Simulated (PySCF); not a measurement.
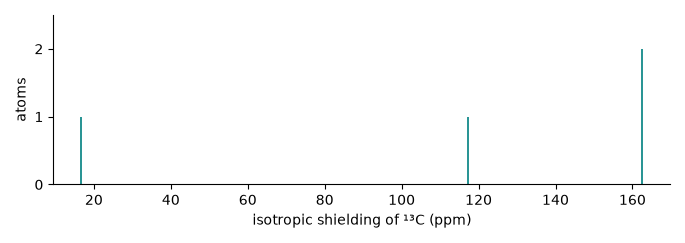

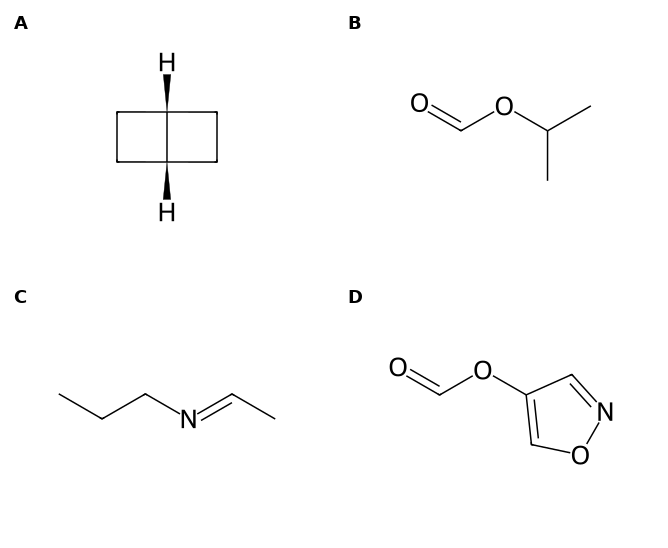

The sticks are computed shieldings of one of the molecules, for one fixed geometry (PBE0-D3(BJ)/def2-SVP) without averaging over rotations. Low shielding means a high chemical shift. Method: GIAO PBE0/pcSseg-1 NMR shielding, non-relativistic, IEF-PCM dimethylsulfoxide (PySCF 2.14.0).

> Which molecule gives this pattern?

B, `CC(C)OC=O`. Its 4 C atoms give lines at 16.7, 117.2, 162.6 (2 atoms) ppm.
